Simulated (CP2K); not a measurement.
# C2HCl2F (SMILES FC=C(Cl)Cl), step by step

Aim: a series of 8 runs (SVWN5/pcseg-1, USVWN5/pcseg-1) of C2HCl2F. The setting varied is the cutoff. 

The calculation is run with CP2K 2026.2.

6 further runs of the same task are left out: 2 that didn't finish, 4 set aside as unsound or not needed.

## (1) The molecule

C2HCl2F: 6 atoms, total charge 0, spin state singlet. As SMILES, `FC=C(Cl)Cl`. Geometry: relaxed at GFN2-xTB.

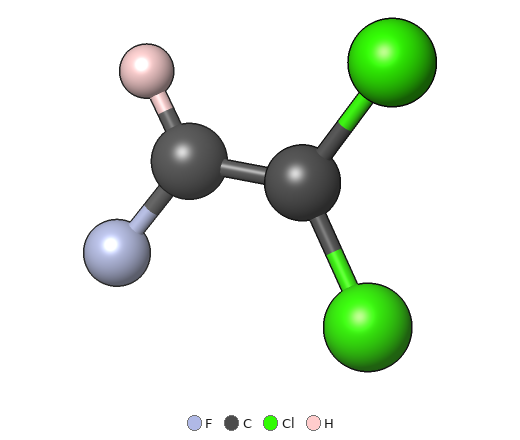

The structure, seen from a chosen angle (fluorine light blue, carbon dark grey, chlorine green, hydrogen pink).

## (2) Energy and gradient at SVWN5/pcseg-1 (run 1)

Input file run.inp:

```
&GLOBAL
  PROJECT run
  RUN_TYPE ENERGY_FORCE
  PRINT_LEVEL MEDIUM
&END GLOBAL

&FORCE_EVAL
  METHOD QS
  &DFT
    BASIS_SET_FILE_NAME ./pcseg_1.basis
    POTENTIAL_FILE_NAME POTENTIAL
    CHARGE 0
    MULTIPLICITY 1
    &QS
      METHOD GAPW
      EPS_DEFAULT 1.0E-10
    &END QS
    &MGRID
      CUTOFF 200
      REL_CUTOFF 50
      NGRIDS 4
    &END MGRID
    &POISSON
      PERIODIC NONE
      POISSON_SOLVER MULTIPOLE
    &END POISSON
    &SCF
      SCF_GUESS ATOMIC
      EPS_SCF 1.0E-06
      MAX_SCF 30
      &OT ON
        MINIMIZER DIIS
        PRECONDITIONER FULL_ALL
      &END OT
      &OUTER_SCF
        EPS_SCF 1.0E-06
        MAX_SCF 10
      &END OUTER_SCF
    &END SCF
    &XC
      &XC_FUNCTIONAL
        &LDA_X
        &END LDA_X
        &LDA_C_VWN
        &END LDA_C_VWN
      &END XC_FUNCTIONAL
    &END XC
    &PRINT
      &MOMENTS
        PERIODIC F
        REFERENCE COM
        MAX_MOMENT 1
      &END MOMENTS
      &MO_CUBES
        NLUMO 5
        NHOMO -1
        WRITE_CUBE F
      &END MO_CUBES
      &HIRSHFELD OFF
      &END HIRSHFELD
    &END PRINT
  &END DFT
  &SUBSYS
    &CELL
      ABC [angstrom] 8.8 10.3 9.9
      PERIODIC NONE
    &END CELL
    &COORD
      UNIT bohr
      F      0.7131637    -2.7499673     1.9470037
      C      0.6385385    -0.3348973     1.2150750
      C     -0.4726772     0.3653974    -0.9260792
      Cl    -1.9122706    -1.7024732    -2.9622969
      Cl    -0.5219990     3.4857132    -1.7924430
      H      1.5552635     0.9362270     2.5187404
    &END COORD
    &TOPOLOGY
      &CENTER_COORDINATES
      &END CENTER_COORDINATES
    &END TOPOLOGY
    &KIND F
      BASIS_SET pcseg-1
      POTENTIAL ALL
    &END KIND
    &KIND C
      BASIS_SET pcseg-1
      POTENTIAL ALL
    &END KIND
    &KIND Cl
      BASIS_SET pcseg-1
      POTENTIAL ALL
    &END KIND
    &KIND H
      BASIS_SET pcseg-1
      POTENTIAL ALL
    &END KIND
  &END SUBSYS
  &PRINT
    &FORCES ON
    &END FORCES
  &END PRINT
&END FORCE_EVAL
```

Started as:

```
$ OMP_NUM_THREADS=2 cp2k.psmp -i run.inp -o run.out
```

The log of the run:

```text
CP2K| version string:                                       CP2K version 2026.2
[...]
 GLOBAL| Method name                                                        CP2K
[...]
 GLOBAL| Run type                                                   ENERGY_FORCE
[...]
 DFT| Spin restricted Kohn-Sham (RKS) calculation                            RKS
 DFT| Multiplicity                                                             1
[...]
 DFT| Charge                                                                   0
[...]
 FUNCTIONAL| LDA_X:
[...]
 FUNCTIONAL| LDA_C_VWN:
[...]
 QS| Method:                                                                GAPW
[...]
 QS| Density cutoff [a.u.]:                                                100.0
[...]
 QS| Relative density cutoff [a.u.]:                                        25.0
[...]
                             - Atoms:                                          6
[...]
                             - Spherical basis functions:                     83
[...]
 Number of electrons:                                                         56
[...]
     1 OT DIIS     0.15E+00    0.1     0.36401765     -1054.5915779660 -1.05E+03
[...]
     9 OT DIIS     0.15E+00    0.1     0.00000015     -1092.6716352920 -2.38E-10
  *** SCF run converged in     9 steps ***
[...]
  Overlap energy of the core charge distribution:               0.00000638379723
  Self energy of the core charge distribution:               -561.88420967518846
  Core Hamiltonian energy:                                   -549.99938179163382
  Hartree energy:                                             137.17779688881768
  Exchange-correlation energy:                                -14.79940615729778
[...]
 HOMO - LUMO gap [eV] :    4.786674
[...]
 ENERGY| Total FORCE_EVAL ( QS ) energy [hartree]          -1092.671635291774464
[...]
```

Run time: 6.9 s. Hardware: 2 threads of Arm Neoverse V2, shared host; peak memory 0.37 GiB.

## (3) The doublet cation: energy and gradient at USVWN5/pcseg-1 (run 2)

Input file mol.inp:

```
&GLOBAL
 PROJECT_NAME mol
 RUN_TYPE ENERGY_FORCE
 PRINT_LEVEL MEDIUM
&END

&FORCE_EVAL
 METHOD QUICKSTEP
 &DFT
  BASIS_SET_FILE_NAME ./pcseg_1.basis
  POTENTIAL_FILE_NAME POTENTIAL
  CHARGE 1
  MULTIPLICITY 2
  LSD T
  &QS
   METHOD GAPW
   EPS_DEFAULT 1.0E-10
  &END
  # plane-wave cutoff in Ry
  &MGRID
   CUTOFF 200
   REL_CUTOFF 50
   NGRIDS 4
  &END
  &POISSON
   PERIODIC NONE
   POISSON_SOLVER MULTIPOLE
  &END
  &SCF
   SCF_GUESS ATOMIC
   EPS_SCF 1.0E-06
   MAX_SCF 30
   &OT
    MINIMIZER CG
    PRECONDITIONER FULL_SINGLE_INVERSE
   &END
   &OUTER_SCF
    EPS_SCF 1.0E-06
    MAX_SCF 10
   &END
  &END
  # functional
  &XC
   &XC_FUNCTIONAL
    &LDA_X
    &END
    &LDA_C_VWN
    &END
   &END
  &END
  &PRINT
   &MOMENTS
    PERIODIC F
    REFERENCE COM
    MAX_MOMENT 1
   &END
   &MO_CUBES
    NLUMO 5
    NHOMO -1
    WRITE_CUBE F
   &END
   &HIRSHFELD OFF
   &END
  &END
 &END
 # atoms, cell and kinds
 &SUBSYS
  # box in angstrom
  &CELL
   ABC 8.8 10.3 9.9
   PERIODIC NONE
  &END
  &COORD
   UNIT bohr
   F      0.7131637    -2.7499673     1.9470037
   C      0.6385385    -0.3348973     1.2150750
   C     -0.4726772     0.3653974    -0.9260792
   Cl    -1.9122706    -1.7024732    -2.9622969
   Cl    -0.5219990     3.4857132    -1.7924430
   H      1.5552635     0.9362270     2.5187404
  &END
  &TOPOLOGY
   &CENTER_COORDINATES
   &END
  &END
  &KIND F
   BASIS_SET pcseg-1
   POTENTIAL ALL
  &END
  &KIND C
   BASIS_SET pcseg-1
   POTENTIAL ALL
  &END
  &KIND Cl
   BASIS_SET pcseg-1
   POTENTIAL ALL
  &END
  &KIND H
   BASIS_SET pcseg-1
   POTENTIAL ALL
  &END
 &END
 &PRINT
  &FORCES ON
  &END
 &END
&END
```

Started as:

```
$ OMP_NUM_THREADS=2 cp2k.psmp -i mol.inp -o mol.out
```

The log of the run:

```text
CP2K| version string:                                       CP2K version 2026.2
 CP2K| Input file name                                                   mol.inp

[... 342 lines left out ...]
  Decoupling Energy:                                               0.1055806261
[... 397 lines left out ...]
  Decoupling Energy:                                               0.0996686443
[... 420 lines left out ...]
  Decoupling Energy:                                               0.0997208524
[... 420 lines left out ...]
  Decoupling Energy:                                               0.0997220110
[... 405 lines left out ...]
  outer SCF loop FAILED to converge after   11 iterations or  649 steps
[... 5 lines left out ...]
 *  \___/     SCF run NOT converged. To continue the calculation regardless,   *
 *    |             please set the keyword IGNORE_CONVERGENCE_FAILURE.         *
[... 5 lines left out ...]
 ===== Routine Calling Stack =====

            4 scf_env_do_scf
            3 qs_energies
            2 qs_forces
            1 CP2K

Program received signal SIGABRT: Process abort signal.
```

Run time: 2.2 min. Hardware: 2 threads of Arm Neoverse V2, shared host; peak memory 0.39 GiB.

The run stopped without converging.

Runs 3 to 7 aren't shown in full; the table further down has their settings and results.

## (4) The doublet cation: energy and gradient at USVWN5/pcseg-1 (run 8)

Input file molecule.inp:

```
&global
 project molecule
 run_type ENERGY_FORCE
 print_level MEDIUM
&end global

&force_eval
 method QUICKSTEP
 &dft
  basis_set_file_name ./pcseg_1.basis
  potential_file_name POTENTIAL
  charge 1
  multiplicity 2
  spin_polarized T
  # Quickstep
  &qs
   method GAPW
   eps_default 1.0E-10
  &end qs
  &mgrid
   cutoff 550
   rel_cutoff 50
   ngrids 4
  &end mgrid
  # isolated system
  &poisson
   periodic NONE
   poisson_solver MULTIPOLE
  &end poisson
  &scf
   scf_guess ATOMIC
   eps_scf 1.0E-06
   max_scf 30
   &ot ON
    minimizer CG
    preconditioner FULL_SINGLE_INVERSE
   &end ot
   &outer_scf
    eps_scf 1.0E-06
    max_scf 10
   &end outer_scf
  &end scf
  &xc
   &xc_functional
    &lda_x
    &end lda_x
    &lda_c_vwn
    &end lda_c_vwn
   &end xc_functional
  &end xc
  &print
   &moments
    periodic F
    reference COM
    max_moment 1
   &end moments
   &mo_cubes
    nlumo 5
    nhomo -1
    write_cube F
   &end mo_cubes
   &hirshfeld OFF
   &end hirshfeld
  &end print
 &end dft
 &subsys
  # box in angstrom
  &cell
   abc [angstrom] 8.8 10.3 9.9
   periodic NONE
  &end cell
  &coord
   UNIT bohr
   F      0.7131637    -2.7499673     1.9470037
   C      0.6385385    -0.3348973     1.2150750
   C     -0.4726772     0.3653974    -0.9260792
   Cl    -1.9122706    -1.7024732    -2.9622969
   Cl    -0.5219990     3.4857132    -1.7924430
   H      1.5552635     0.9362270     2.5187404
  &end coord
  &topology
   &center_coordinates
   &end center_coordinates
  &end topology
  &kind F
   basis_set pcseg-1
   potential ALL
  &end kind
  &kind C
   basis_set pcseg-1
   potential ALL
  &end kind
  &kind Cl
   basis_set pcseg-1
   potential ALL
  &end kind
  &kind H
   basis_set pcseg-1
   potential ALL
  &end kind
 &end subsys
 # extra output
 &print
  &forces ON
  &end forces
 &end print
&end force_eval
```

Started as:

```
$ OMP_NUM_THREADS=2 cp2k.psmp -i molecule.inp > molecule.out 2>&1
```

The log of the run:

```text
CP2K| version string:                                       CP2K version 2026.2
[...]
 GLOBAL| Method name                                                        CP2K
[...]
 GLOBAL| Run type                                                   ENERGY_FORCE
[...]
 DFT| Spin unrestricted (spin-polarized) Kohn-Sham calculation               UKS
 DFT| Multiplicity                                                             2
[...]
 DFT| Charge                                                                   1
[...]
 FUNCTIONAL| LDA_X:
[...]
 FUNCTIONAL| LDA_C_VWN:
[...]
 QS| Method:                                                                GAPW
[...]
 QS| Density cutoff [a.u.]:                                                275.0
[...]
 QS| Relative density cutoff [a.u.]:                                        25.0
[...]
                             - Atoms:                                          6
[...]
                             - Spherical basis functions:                     83
[...]
 Number of electrons:                                                         28
[...]
     1 OT CG       0.80E-01    0.8     0.49301985     -1045.7340418502 -1.05E+03
[...]
    28 OT CG       0.15E-02    1.1     0.00000097     -1092.3152982598 -1.11E-11
  *** SCF run converged in    28 steps ***
[...]
  Overlap energy of the core charge distribution:               0.00000638379723
  Self energy of the core charge distribution:               -561.88420967518846
  Core Hamiltonian energy:                                   -550.43716487141387
  Hartree energy:                                             137.69262125082858
  Exchange-correlation energy:                                -14.45038156287787
[...]
 HOMO - LUMO gap [eV] :    1.254534
[...]
 ENERGY| Total FORCE_EVAL ( QS ) energy [hartree]          -1092.315298259817610
[...]
```

Run time: 8.9 min. Hardware: 2 threads of Arm Neoverse V2, shared host; peak memory 1.2 GiB.

## (5) All runs side by side

```
run           level  cutoff  ot minimizer  partner    energy (Eh)  HOMO energy (eV)  LUMO energy (eV)  wall time
  1   SVWN5/pcseg-1     200          DIIS     base   -1092.671635             -6.41             -1.63      6.9 s
  2  USVWN5/pcseg-1     200            CG   cation  not converged                 –                 –    2.2 min
  3   SVWN5/pcseg-1     280          DIIS     base   -1092.671174             -6.41             -1.63      9.9 s
  4  USVWN5/pcseg-1     280            CG   cation   -1092.315311            -13.52            -12.95    2.7 min
  5   SVWN5/pcseg-1     400          DIIS     base   -1092.671162             -6.41             -1.63       17 s
  6  USVWN5/pcseg-1     400            CG   cation   -1092.315299            -13.52            -12.95      6 min
  7   SVWN5/pcseg-1     550          DIIS     base   -1092.671162             -6.41             -1.63       28 s
  8  USVWN5/pcseg-1     550            CG   cation   -1092.315298            -13.52            -12.95    8.9 min
```

Convergence of the total energy of singlet C2HCl2F with the cutoff, against the last point:

```
cutoff  from the last (mEh)  wall time
200 Ry               -0.473      6.9 s
280 Ry               -0.012      9.9 s
400 Ry               -0.000       17 s
550 Ry               +0.000       28 s
```

Convergence of the dipole moment of singlet C2HCl2F with the cutoff, against the last point:

```
cutoff  from the last (D)  wall time
200 Ry            +0.0001      6.9 s
280 Ry            +0.0000      9.9 s
400 Ry            +0.0000       17 s
550 Ry            +0.0000       28 s
```

## (6) Summary of results

| quantity | value |
| --- | --- |
| doublet cation, run 8: total energy | -1092.31530 Eh |
| doublet cation, run 8: HOMO energy (highest over α and β) | -13.52 eV |
| doublet cation, run 8: LUMO energy (lowest over α and β) | -12.95 eV |
| doublet cation, run 8: ⟨S²⟩ | 0.751 |
| doublet cation, run 8: largest force on an atom | 5.027 eV/Å |
| vertical ionisation energy (to the doublet cation) (run 3, cutoff 280) | 9.684 eV |
| vertical ionisation energy (to the doublet cation) (run 5, cutoff 400) | 9.684 eV |
| vertical ionisation energy (to the doublet cation) (run 7, cutoff 550) | 9.684 eV |

For the total energy of singlet C2HCl2F to stay within 0.1 mEh of the last point, 280 Ry is the first point of the series from which all later ones do (9.9 s against 28 s). All runs together took 21 min, the longest 8.9 min. 1 of the 8 runs did not end normally.
